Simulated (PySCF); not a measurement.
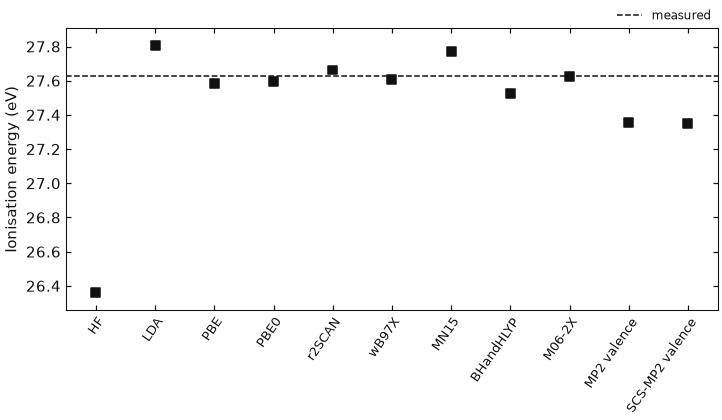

The ionisation energy of an atom or ion with 17 electrons in the configuration [Ne] 3s² 3p⁵ by several methods. PySCF, aug-cc-pVTZ-DK, spin-free X2C-1e, unrestricted single determinants, no spin-orbit coupling. Methods marked “valence” freeze 10 core electrons.

Question: Which atom or ion is it?

Answer: Ar⁺. The values run from 26.36 eV (HF) to 27.80 eV (LDA). The measured value is 27.63 eV; nearest to it come M06-2X (−0.01) and wB97X (−0.02), furthest HF (−1.27 eV). These values lack spin-orbit coupling; with the first-order correction of −0.0066 eV added, M06-2X comes nearest (−0.01).
